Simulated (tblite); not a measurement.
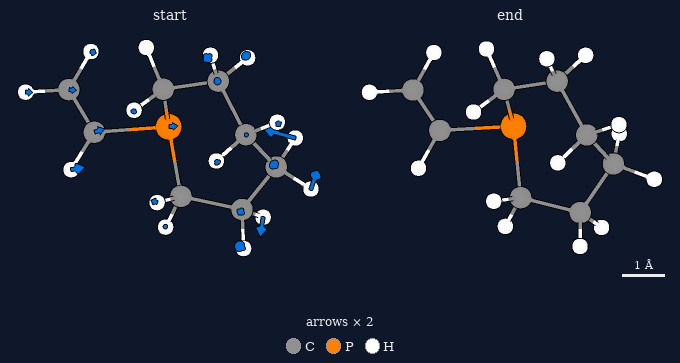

The structure of C$_{8}$H$_{15}$P before (left) and after (right) a relaxation, at one scale. The blue arrows give the displacements, 2 times their true length.

A ball-and-stick model, seen at a tilt.

Theory: GFN2-xTB geometry optimisation, gas phase in tblite 0.8.0. 

> Describe what moved and what it gained.

An H atom moves most after the best rigid fit: 0.46 Å. By element the largest moves are H 0.46 Å, C 0.17 Å, P 0.12 Å. Among the contacts that change: C–C 1.346 → 1.323 Å, C–P 1.845 → 1.864 Å, C–H 1.077 → 1.095 Å, C–P 1.845 → 1.828 Å. Bond angles that change, for instance: P–C–H 121.6° → 117.1°, C–C–C 118.0° → 113.5°, C–P–C 98.7° → 95.3°. Over 77 geometry steps the energy falls by 0.165 eV.
